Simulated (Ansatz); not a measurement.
The calculation's input:

```
crystal:
  periodic: [false, false, false]
  atoms:
    - {symbol: C, position_ang: [0.253436, -0.278138, -0.135307]}
    - {symbol: Br, position_ang: [-2.542996, -1.977093, -0.009561]}
    - {symbol: Si, position_ang: [-0.416212, -1.366346, 1.059669]}
    - {symbol: H, position_ang: [1.237117, 0.167095, 0.080699]}
    - {symbol: H, position_ang: [-0.180203, 0.030806, -1.094169]}
basis:
  gaussian:
    orbitals: def2-TZVPD
total_charge: -1
hamiltonian:
  xc: pbe0
output:
  forces: true
  orbitals: {seedname: orbitals}
```

Command:

```sh
ansatz run input.yaml --threads 1 --pin off --max-ram 2610MiB --events-out events.jsonl --progress --plain --runs-dir runs
```

Geometry: PBE0-D3(BJ)/def2-SVPD.

All numbers below come from Ansatz 0.2.0, isolated molecule in a Gaussian basis; Kohn-Sham density functional theory, functional PBE0.

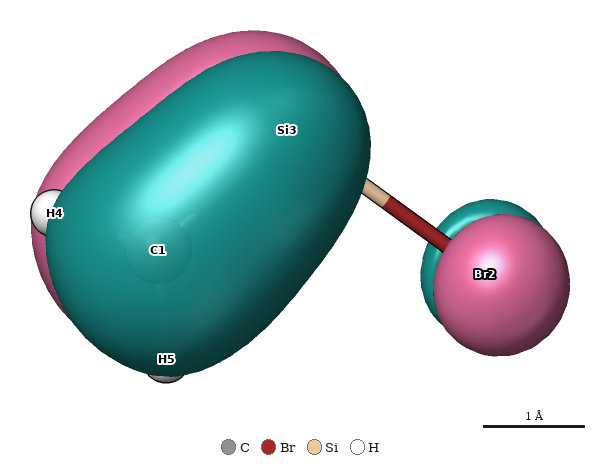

CH₂BrSi (SMILES C=[Si-]Br) (charge −1). The HOMO at ±0.1 Å⁻³ᐟ² (teal and pink are the two phases), seen across its widest extent.

> Where does this orbital lie, and at what energy?

By Hirshfeld shares it lies mainly on C1 (about 50 %), Si3 (about 35 %) and Br2 (about 10 %); it changes sign across the molecular plane (π type); π-bonding across C1–Si3. Its energy is −1.20 eV.
